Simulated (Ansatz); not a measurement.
# Cyclo-(F2SiCH2)4 (C₄H₈F₈Si₄): one molecule under many settings

Aim: run cyclo-(F2SiCH2)4 (C₄H₈F₈Si₄) under a spread of inputs, and see what each costs and gives.

The runs use Ansatz 0.2.0, Gaussian basis; the settings change from run to run.

### Step 1. The geometry

The geometry comes from an earlier relaxation with r2SCAN-D4/def2-SVP; it is a stationary point, not always the lowest conformer.

24 atoms, charge 0, spin multiplicity 1.

Atoms are counted from 1 here; the program's logs count them from 0.

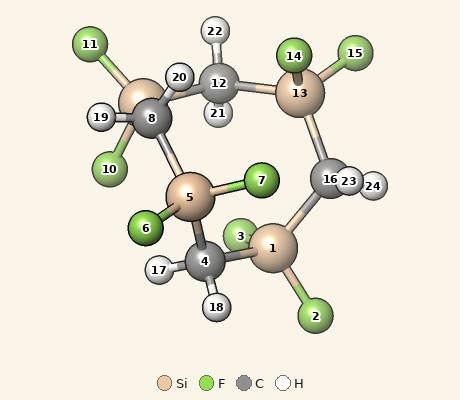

The geometry (silicon light orange, fluorine green, carbon grey, hydrogen white); atoms are numbered from 1 in the order of the file.

### Step 2. SVWN5/6-31++G**

Set apart from the defaults: unrestricted orbitals, density fitting with def2-universal-jkfit, high accuracy.

Input file in.yaml:

```yaml
crystal:
  periodic: [false, false, false]
  atoms:
    - {symbol: Si, position_ang: [-1.644616, -1.089873, -0.765757]}
    - {symbol: F, position_ang: [-3.035155, -1.897066, -0.955324]}
    - {symbol: F, position_ang: [-0.927670, -1.080528, -2.224253]}
    - {symbol: C, position_ang: [-2.038478, 0.660164, -0.284361]}
    - {symbol: Si, position_ang: [-1.100298, 1.418048, 1.121324]}
    - {symbol: F, position_ang: [-1.898011, 2.731254, 1.631461]}
    - {symbol: F, position_ang: [-1.158812, 0.352136, 2.346768]}
    - {symbol: C, position_ang: [0.672372, 1.883495, 0.820641]}
    - {symbol: Si, position_ang: [1.475726, 1.318728, -0.749769]}
    - {symbol: F, position_ang: [0.461668, 1.711986, -1.957388]}
    - {symbol: F, position_ang: [2.818333, 2.190872, -0.990326]}
    - {symbol: C, position_ang: [1.906886, -0.481849, -0.896479]}
    - {symbol: Si, position_ang: [1.269212, -1.646940, 0.394434]}
    - {symbol: F, position_ang: [1.624811, -0.983604, 1.834866]}
    - {symbol: F, position_ang: [2.114919, -3.025186, 0.314996]}
    - {symbol: C, position_ang: [-0.540791, -2.061790, 0.360069]}
    - {symbol: H, position_ang: [-1.927009, 1.287795, -1.186609]}
    - {symbol: H, position_ang: [-3.107286, 0.681330, -0.001228]}
    - {symbol: H, position_ang: [0.717595, 2.988448, 0.821251]}
    - {symbol: H, position_ang: [1.261406, 1.531898, 1.686557]}
    - {symbol: H, position_ang: [1.583433, -0.822230, -1.896437]}
    - {symbol: H, position_ang: [3.010319, -0.549942, -0.868903]}
    - {symbol: H, position_ang: [-0.917839, -1.997453, 1.396450]}
    - {symbol: H, position_ang: [-0.620728, -3.119713, 0.048017]}
basis:
  gaussian: {orbitals: "6-31++G**", fitting: {mean_field: def2-universal-jkfit}}
magnetization: {spin_polarized: true, initial_magnetization: 0}
hamiltonian: {xc: {name: SVWN5}}
accuracy: high
scf: {omitted_lower_state_checks: [starts]}
output: {forces: true}
```

The run is started by

```
$ ansatz run in.yaml --threads 2 --pin off --events-out ev --progress --plain --max-ram 32768MiB --backend cuda --devices 0, --max-vram 18GiB
```

The log of the run, shortened:

```text
Functional definition: SVWN5
  name "SVWN5"
  cite "Dirac, Proc. Camb. Phil. Soc. 26, 376 (1930) doi:10.1017/S0305004100016108"
  cite "Slater, Phys. Rev. 81, 385 (1951) doi:10.1103/PhysRev.81.385"
  cite "Vosko, Wilk & Nusair, Can. J. Phys. 58, 1200 (1980) doi:10.1139/p80-159"
[...]
1572 factors; integrals over basis functions are off by at most 2.1e-1 eV
[...]
mean field -57239.39393900 eV, -2103.5089290034 hartree, gradient 2.7e-8 eV, S^2 0.000000; 0 other end points of the search recorded, 0 dependent functions left out
[...]
reference -57239.39395022 eV, -2103.5089294158 hartree; 80, 80 occupied and 288, 288 virtual orbitals, 1572 factors
Total energy: -57239.39395022 eV, -2103.5089294158 hartree
Atom 0 at    -1.644616    -1.089873    -0.765757 Å, force     0.156241     0.034383     0.043835 eV/Å
Atom 1 at    -3.035155    -1.897066    -0.955324 Å, force     0.174538     0.109168     0.030149 eV/Å
Atom 2 at    -0.927670    -1.080528    -2.224253 Å, force    -0.092057     0.004409     0.176214 eV/Å
Atom 3 at    -2.038478     0.660164    -0.284361 Å, force     0.061439    -0.125308     0.089000 eV/Å
Atom 4 at    -1.100298     1.418048     1.121324 Å, force     0.034172    -0.140766    -0.081165 eV/Å
Atom 5 at    -1.898011     2.731254     1.631461 Å, force     0.108223    -0.163410    -0.069952 eV/Å
Atom 6 at    -1.158812     0.352136     2.346768 Å, force     0.012683     0.133971    -0.146588 eV/Å
[...]
Atom 8 at     1.475726     1.318728    -0.749769 Å, force    -0.144107    -0.050737     0.064448 eV/Å
Atom 9 at     0.461668     1.711986    -1.957388 Å, force     0.127643    -0.052637     0.143115 eV/Å
Atom 10 at     2.818333     2.190872    -0.990326 Å, force    -0.167419    -0.118832     0.033822 eV/Å
Atom 11 at     1.906886    -0.481849    -0.896479 Å, force    -0.036754     0.091830     0.132728 eV/Å
Atom 12 at     1.269212    -1.646940     0.394434 Å, force    -0.046189     0.157159    -0.027179 eV/Å
Atom 13 at     1.624811    -0.983604     1.834866 Å, force    -0.048304    -0.085713    -0.173017 eV/Å
Atom 14 at     2.114919    -3.025186     0.314996 Å, force    -0.115349     0.173073     0.005773 eV/Å
Atom 15 at    -0.540791    -2.061790     0.360069 Å, force     0.097272     0.067608    -0.115154 eV/Å
Atom 16 at    -1.927009     1.287795    -1.186609 Å, force     0.047815     0.092600    -0.089717 eV/Å
Atom 17 at    -3.107286     0.681330    -0.001228 Å, force    -0.109432     0.001474     0.029995 eV/Å
Atom 18 at     0.717595     2.988448     0.821251 Å, force     0.004157     0.113341    -0.000987 eV/Å
Atom 19 at     1.261406     1.531898     1.686557 Å, force     0.088365    -0.071069     0.077829 eV/Å
Atom 20 at     1.583433    -0.822230    -1.896437 Å, force    -0.069008    -0.063918    -0.100337 eV/Å
Atom 21 at     3.010319    -0.549942    -0.868903 Å, force     0.113233    -0.006582     0.003975 eV/Å
Atom 22 at    -0.917839    -1.997453     1.396450 Å, force    -0.067176     0.042365     0.112325 eV/Å
Atom 23 at    -0.620728    -3.119713     0.048017 Å, force    -0.007934    -0.108185    -0.033091 eV/Å
Dipole moment:    -0.000013     0.000013    -0.000071 e Å
Checks for a lower state left out: starts
```

Run time: 9.5 s. Hardware: 1 × H100 (card shared with other runs) with 2 threads of AMD EPYC 7R13, shared host.

Largest force 0.208 eV/Å, dipole 0.00 D, ⟨S²⟩ 0.000.

### Step 3. wB97X/x2c-TZVPPall

Set apart from the defaults: charge -1, multiplicity 2, atoms shaken by 0.03 Å, density fitting with def2-universal-jkfit, relativity set to scalar, the search for lower states set to light.

Input file in.yaml:

```yaml
crystal:
  periodic: [false, false, false]
  atoms:
    - {symbol: Si, position_ang: [-1.567141, -1.106448, -0.752435]}
    - {symbol: F, position_ang: [-3.069191, -1.873159, -0.967648]}
    - {symbol: F, position_ang: [-0.892912, -1.067961, -2.220185]}
    - {symbol: C, position_ang: [-2.036202, 0.642120, -0.258338]}
    - {symbol: Si, position_ang: [-1.121417, 1.426398, 1.078306]}
    - {symbol: F, position_ang: [-1.917976, 2.752735, 1.655729]}
    - {symbol: F, position_ang: [-1.082245, 0.372792, 2.379894]}
    - {symbol: C, position_ang: [0.737786, 1.870156, 0.788494]}
    - {symbol: Si, position_ang: [1.416025, 1.312229, -0.753456]}
    - {symbol: F, position_ang: [0.479496, 1.721240, -1.957764]}
    - {symbol: F, position_ang: [2.812943, 2.129694, -0.984999]}
    - {symbol: C, position_ang: [1.923219, -0.464249, -0.934102]}
    - {symbol: Si, position_ang: [1.263248, -1.667863, 0.431506]}
    - {symbol: F, position_ang: [1.621912, -0.982189, 1.825663]}
    - {symbol: F, position_ang: [2.128857, -2.994933, 0.301776]}
    - {symbol: C, position_ang: [-0.615224, -2.099455, 0.319803]}
    - {symbol: H, position_ang: [-1.900605, 1.323043, -1.189233]}
    - {symbol: H, position_ang: [-3.104826, 0.702193, 0.010885]}
    - {symbol: H, position_ang: [0.691681, 2.950828, 0.810486]}
    - {symbol: H, position_ang: [1.271997, 1.500233, 1.646590]}
    - {symbol: H, position_ang: [1.564970, -0.856208, -1.912491]}
    - {symbol: H, position_ang: [3.027630, -0.578201, -0.835706]}
    - {symbol: H, position_ang: [-0.864207, -1.983627, 1.385101]}
    - {symbol: H, position_ang: [-0.603158, -3.116218, 0.095597]}
basis:
  gaussian: {orbitals: x2c-TZVPPall, fitting: {mean_field: def2-universal-jkfit}}
total_charge: -1
magnetization: {spin_polarized: true, initial_magnetization: 1}
hamiltonian: {xc: {name: wB97X}, pseudopotentials: {relativity: scalar}}
scf: {lower_state_search: light}
output: {forces: true}
```

Same command.

The log of the run, shortened:

```text
Functional definition: wB97X
  name "wB97X"
  cite "Chai & Head-Gordon, J. Chem. Phys. 128, 084106 (2008) doi:10.1063/1.2834918"
  cite "Becke, J. Chem. Phys. 107, 8554 (1997) doi:10.1063/1.475007"
[...]
  # The coefficients of nought are those of the uniform gas.
[...]
      + exact_x_lr(omega)
[...]
      + integral(e_c_pw_opposite_spin*poly(b97_u_opposite, 1, cos1, cos2, cos3, cos4))
1572 factors; integrals over basis functions are off by at most 1.7e0 eV
1572 factors; integrals over basis functions are off by at most 4.0e-7 eV
[...]
mean field -57634.47568942 eV, -2118.0279155354 hartree, gradient 6.9e-5 eV, S^2 0.752372; 4 other end points of the search recorded, 0 dependent functions left out
[...]
reference -57634.47564494 eV, -2118.0279139007 hartree; 81, 80 occupied and 571, 572 virtual orbitals, 1572 factors
Total energy: -57634.47564494 eV, -2118.0279139007 hartree
[...]
Atom 14 at     2.128857    -2.994933     0.301776 Å, force     0.527638    -0.851291     0.396387 eV/Å
Atom 15 at    -0.615224    -2.099455     0.319803 Å, force     3.199497    -0.037024     2.463941 eV/Å
Atom 16 at    -1.900605     1.323043    -1.189233 Å, force    -0.171222    -1.136446     1.422272 eV/Å
Atom 17 at    -3.104826     0.702193     0.010885 Å, force    -0.235073     0.119922    -0.248833 eV/Å
Atom 18 at     0.691681     2.950828     0.810486 Å, force     0.639565     0.771124     0.252724 eV/Å
Atom 19 at     1.271997     1.500233     1.646590 Å, force     0.303717    -0.110607     0.304885 eV/Å
Atom 20 at     1.564970    -0.856208    -1.912491 Å, force     0.378545     0.218332     0.582567 eV/Å
Atom 21 at     3.027630    -0.578201    -0.835706 Å, force    -0.253454     0.066874    -0.586090 eV/Å
Atom 22 at    -0.864207    -1.983627     1.385101 Å, force    -0.474146     0.015256    -0.301331 eV/Å
Atom 23 at    -0.603158    -3.116218     0.095597 Å, force    -0.553413    -2.255244    -0.348924 eV/Å
Dipole moment:     0.125929    -0.088797     0.109099 e Å
```

Wall time 25 s (1 × H100 (card shared with other runs) with 2 threads of AMD EPYC 7R13, shared host); peak host memory 1.5 GiB.

Largest force 4.356 eV/Å, ⟨S²⟩ 0.752.

### Step 4. PBE/cc-pVTZ

Options: multiplicity 3, density fitting with def2-universal-jkfit, a grid of angular degree 23, the search for lower states set to full.

Input file in.yaml:

```yaml
crystal:
  periodic: [false, false, false]
  atoms:
    - {symbol: Si, position_ang: [-1.644616, -1.089873, -0.765757]}
    - {symbol: F, position_ang: [-3.035155, -1.897066, -0.955324]}
    - {symbol: F, position_ang: [-0.927670, -1.080528, -2.224253]}
    - {symbol: C, position_ang: [-2.038478, 0.660164, -0.284361]}
    - {symbol: Si, position_ang: [-1.100298, 1.418048, 1.121324]}
    - {symbol: F, position_ang: [-1.898011, 2.731254, 1.631461]}
    - {symbol: F, position_ang: [-1.158812, 0.352136, 2.346768]}
    - {symbol: C, position_ang: [0.672372, 1.883495, 0.820641]}
    - {symbol: Si, position_ang: [1.475726, 1.318728, -0.749769]}
    - {symbol: F, position_ang: [0.461668, 1.711986, -1.957388]}
    - {symbol: F, position_ang: [2.818333, 2.190872, -0.990326]}
    - {symbol: C, position_ang: [1.906886, -0.481849, -0.896479]}
    - {symbol: Si, position_ang: [1.269212, -1.646940, 0.394434]}
    - {symbol: F, position_ang: [1.624811, -0.983604, 1.834866]}
    - {symbol: F, position_ang: [2.114919, -3.025186, 0.314996]}
    - {symbol: C, position_ang: [-0.540791, -2.061790, 0.360069]}
    - {symbol: H, position_ang: [-1.927009, 1.287795, -1.186609]}
    - {symbol: H, position_ang: [-3.107286, 0.681330, -0.001228]}
    - {symbol: H, position_ang: [0.717595, 2.988448, 0.821251]}
    - {symbol: H, position_ang: [1.261406, 1.531898, 1.686557]}
    - {symbol: H, position_ang: [1.583433, -0.822230, -1.896437]}
    - {symbol: H, position_ang: [3.010319, -0.549942, -0.868903]}
    - {symbol: H, position_ang: [-0.917839, -1.997453, 1.396450]}
    - {symbol: H, position_ang: [-0.620728, -3.119713, 0.048017]}
basis:
  gaussian: {orbitals: cc-pVTZ, fitting: {mean_field: def2-universal-jkfit}, final_grid: {core_spheres: 8, valence_spheres: 7, degree: 23}}
magnetization: {spin_polarized: true, initial_magnetization: 2}
hamiltonian: {xc: {name: PBE}}
scf: {lower_state_search: full}
output: {forces: true}
```

The command is unchanged.

The log of the run, shortened:

```text
Functional definition: PBE
  name "PBE"
  cite "Perdew, Burke & Ernzerhof, Phys. Rev. Lett. 77, 3865 (1996) doi:10.1103/PhysRevLett.77.3865"
  parent pbe
[...]
1572 factors; integrals over basis functions are off by at most 9.1e-1 eV
[...]
mean field -57503.65326561 eV, -2113.2202801350 hartree, gradient 5.8e-6 eV, S^2 2.001969; 8 other end points of the search recorded, 0 dependent functions left out
[...]
reference -57503.65331768 eV, -2113.2202820486 hartree; 81, 79 occupied and 527, 529 virtual orbitals, 1572 factors
Total energy: -57503.65331768 eV, -2113.2202820486 hartree
Atom 0 at    -1.644616    -1.089873    -0.765757 Å, force     1.304544     0.625478     0.147609 eV/Å
Atom 1 at    -3.035155    -1.897066    -0.955324 Å, force    -0.312152    -0.266246    -0.207238 eV/Å
Atom 2 at    -0.927670    -1.080528    -2.224253 Å, force    -0.233824    -0.105851    -0.161126 eV/Å
[...]
Atom 14 at     2.114919    -3.025186     0.314996 Å, force     0.314098    -0.313388     0.119528 eV/Å
Atom 15 at    -0.540791    -2.061790     0.360069 Å, force    -0.319239    -1.094886     0.259650 eV/Å
Atom 16 at    -1.927009     1.287795    -1.186609 Å, force    -0.010175    -0.094405     0.048667 eV/Å
Atom 17 at    -3.107286     0.681330    -0.001228 Å, force    -0.315660     0.311152    -0.141940 eV/Å
Atom 18 at     0.717595     2.988448     0.821251 Å, force     0.308855     0.261767     0.229181 eV/Å
Atom 19 at     1.261406     1.531898     1.686557 Å, force    -0.092282     0.024307    -0.047690 eV/Å
Atom 20 at     1.583433    -0.822230    -1.896437 Å, force     0.023466     0.076366     0.070700 eV/Å
Atom 21 at     3.010319    -0.549942    -0.868903 Å, force     0.267430    -0.245751    -0.291006 eV/Å
Atom 22 at    -0.917839    -1.997453     1.396450 Å, force     0.079010    -0.006319    -0.071372 eV/Å
Atom 23 at    -0.620728    -3.119713     0.048017 Å, force    -0.260596    -0.327128     0.203710 eV/Å
Dipole moment:    -0.000006     0.000005    -0.000016 e Å
```

It took 29 s on 1 × H100 (card shared with other runs) with 2 threads of AMD EPYC 7R13, shared host; peak host memory 1.3 GiB.

Largest force 1.454 eV/Å, dipole 0.00 D, ⟨S²⟩ 2.002.

### Step 5. PBE0-DH/aug-cc-pVDZ

Options: charge -1, multiplicity 2, density fitting with def2-universal-jkfit.

in.yaml: that of step 4 with these lines changed.

```diff
@@ -28,6 +28,5 @@
 basis:
-  gaussian: {orbitals: cc-pVTZ, fitting: {mean_field: def2-universal-jkfit}, final_grid: {core_spheres: 8, valence_spheres: 7, degree: 23}}
-magnetization: {spin_polarized: true, initial_magnetization: 2}
-hamiltonian: {xc: {name: PBE}}
-scf: {lower_state_search: full}
-output: {forces: true}
+  gaussian: {orbitals: aug-cc-pVDZ, fitting: {mean_field: def2-universal-jkfit}}
+total_charge: -1
+magnetization: {spin_polarized: true, initial_magnetization: 1}
+hamiltonian: {xc: {name: PBE0-DH}}
```

Same command.

The log of the run, shortened:

```text
Functional definition: PBE0-DH
  name "PBE0-DH"
  cite "Brémond & Adamo, J. Chem. Phys. 135, 024106 (2011) doi:10.1063/1.3604569"
  cite "Perdew, Burke & Ernzerhof, Phys. Rev. Lett. 77, 3865 (1996) doi:10.1103/PhysRevLett.77.3865"
[...]
1572 factors; integrals over basis functions are off by at most 2.1e-1 eV
[...]
mean field -57489.64736896 eV, -2112.7055729266 hartree, gradient 5.8e-6 eV, S^2 0.750076; 12 other end points of the search recorded, 0 dependent functions left out
32 core orbitals not correlated: weight in the atoms' cores, before any rotation towards them, 1.000 or more for the frozen orbitals, at most 0.000 for the correlated occupied ones
reference -57489.64739487 eV, -2112.7055738789 hartree; 49, 48 occupied and 375, 376 virtual orbitals, 1572 factors
second order -87.10123927 eV of doubles, -0.00000000 eV of singles
Total energy: -57500.53504978 eV, -2113.1056878169 hartree
```

Run time: 34 s. Hardware: 1 × H100 (card shared with other runs) with 2 threads of AMD EPYC 7R13, shared host; peak host memory 2.2 GiB.

⟨S²⟩ 0.750.

### Step 6. All runs side by side

```tsv
level	charge	multiplicity	geometry	functions	energy (eV)	time
SVWN5/6-31++G**	0	1	relaxed	368	-57239.394	9.5 s
wB97X/x2c-TZVPPall	-1	2	shaken	652	-57634.476	25 s
PBE/cc-pVTZ	0	3	relaxed	608	-57503.653	29 s
PBE0-DH/aug-cc-pVDZ	-1	2	relaxed	456	-57500.535	34 s
```

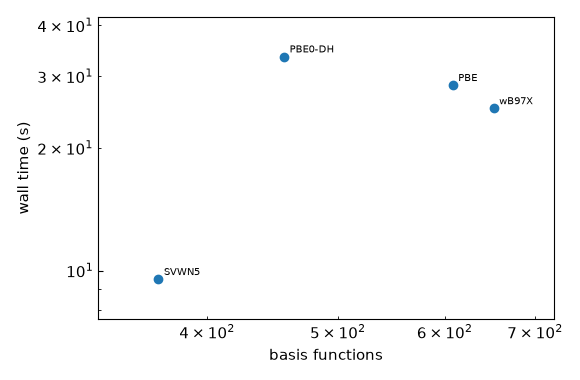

Wall time against the number of basis functions (shared host).

### Step 7. What came out

```
quantity                      value
    runs                          4
quickest     SVWN5/6-31++G**, 9.5 s
 slowest  PBE0-DH/aug-cc-pVDZ, 34 s
```

In words: The runs differ in state or geometry as well as level, so their energies can't be set against each other. Run time spans a factor of 4, from SVWN5/6-31++G** to PBE0-DH/aug-cc-pVDZ. The jobs differ in tasks and options as well as level. At the r2SCAN-D4/def2-SVP geometry and in the same state, runs without warnings or point charges leave forces up to 0.21 eV/Å (SVWN5/6-31++G**).
